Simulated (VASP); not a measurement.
Band structure of CuZn (CsCl type). All values below come from PBE GGA, VASP's PBE PAW potentials (set 64) (plane waves; VASP 6.6.1).

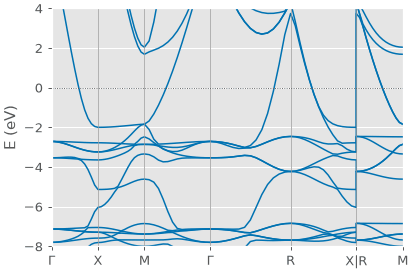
Figure. Bands along high-symmetry lines, zero at the valence-band maximum or, without a gap, the Fermi level

**Question.** Read the plot: is there a gap, and where are the band edges?

**Answer.** It has no gap at this level: it comes out as a metal or semimetal. (Edges off the drawn lines would not show.)

The compound is CuZn in the CsCl type structure. It was relaxed first. The electron count is odd and the run is not spin-polarised, which forces a metal.
